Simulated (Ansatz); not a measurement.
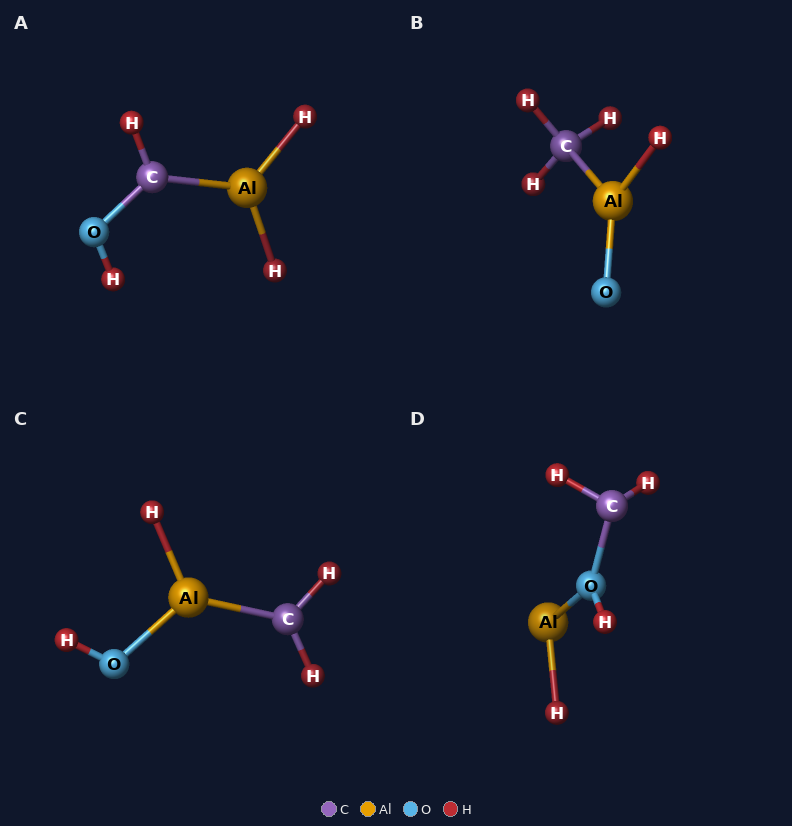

4 stationary structures of one formula. Charge −1, singlet. Geometries: PBE0-D4/def2-TZVPD. Electronic energies: PBE0-D4/def2-TZVPPD (Ansatz 0.2.0), without zero-point energy. No frequency run is at hand to confirm each as a minimum. Each is one conformer, not always the lowest.

Which structure is the most stable?

Answer. B is lowest (Cs); C lies 10.5 kcal/mol above it (Cs), A lies 61.5 kcal/mol above it (Cs), D lies 82.3 kcal/mol above it (Cs).
